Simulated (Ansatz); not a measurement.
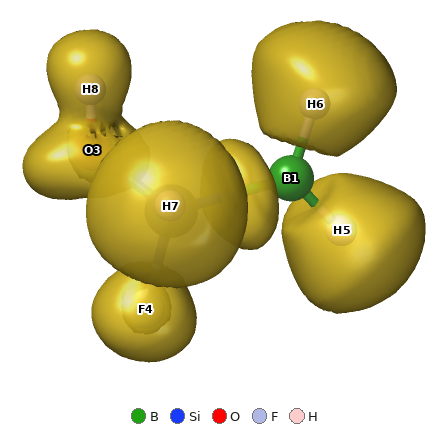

Figure 1: BFH₄OSi. Isosurface of the ELF at 0.75 (yellow), seen at a tilt. Core shells and regions of very low density are left out.

All numbers below come from Ansatz 0.2.0, RKS BHLYP-D4/6-31G*.

Input

```
crystal:
  periodic: [false, false, false]
  atoms:
    - { symbol: B, position_ang: [-0.91235, 1.18045, -0.17999] }
    - { symbol: Si, position_ang: [0.44316, -0.21728, -0.16217] }
    - { symbol: O, position_ang: [0.27094, -1.12247, 1.17992] }
    - { symbol: F, position_ang: [0.28309, -1.28311, -1.38871] }
    - { symbol: H, position_ang: [-1.39748, 1.54134, -1.18094] }
    - { symbol: H, position_ang: [-1.24329, 1.72803, 0.79664] }
    - { symbol: H, position_ang: [1.85725, 0.14357, -0.33938] }
    - { symbol: H, position_ang: [0.5369, -0.80505, 2.03995] }
basis:
  gaussian: { orbitals: "6-31G*" }
hamiltonian:
  xc: { name: BHLYP }
  dispersion: d4
relax:
  f_tol: 0.015
  max_steps: 40
output:
  orbitals: {}
```

Command:

```sh
ansatz run input.yaml --threads 1 --pin off --max-ram 2048MiB --backend cpu --events-out ev --progress --plain --runs-dir out
```

The fields are those of the relaxed geometry.

**Describe the localisation domains.**

The ELF exceeds this value in one region between bonded B–Si atoms (shared pairs), three regions around hydrogen nuclei, one region wrapped around F (its lone pairs, merged into a ring or cap) and one joined region spread over several atoms (H, O), in which their bonds and any lone pairs are merged. Along the contacts the grid gives the following. Si–F (1.60 Å): the ELF peaks at about 0.85 in the valence shell of F, 0.6 Å from its nucleus, and is about 0.50 at the midpoint. Si–O (1.65 Å): the ELF peaks at about 0.90 between the atoms, as expected for a shared but strongly polarised pair.
